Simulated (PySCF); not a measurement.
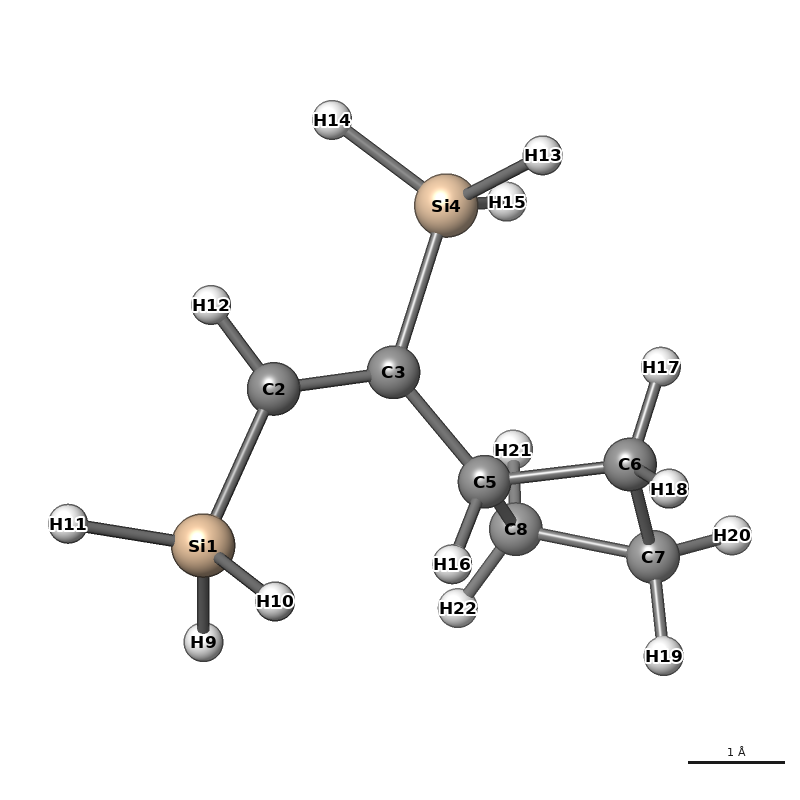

Numbered structure. Computed geometry: PBE0-D3(BJ)/def2-SVP optimisation. No frequency run is at hand to confirm it as a minimum.

How are the neighbours of atom 3 arranged?

C3 has 3 neighbours (C2 at 1.35, Si4 at 1.89, C5 at 1.50 Å); the arrangement is trigonal planar.

What is the geometry at C2?

C2 has 3 neighbours (Si1 at 1.88, C3 at 1.35, H12 at 1.10 Å); the arrangement is trigonal planar.

What is the geometry at Si1?

Si1 has 4 neighbours (C2 at 1.88, H9 at 1.50, H10 at 1.50, H11 at 1.49 Å); the arrangement is tetrahedral.

How are the neighbours of atom 4 arranged?

Si4 has 4 neighbours (C3 at 1.89, H13 at 1.50, H14 at 1.49, H15 at 1.50 Å); the arrangement is tetrahedral.

What is the dihedral angle C6–C5–C8–C7?

20° in size, that is syn (eclipsed).
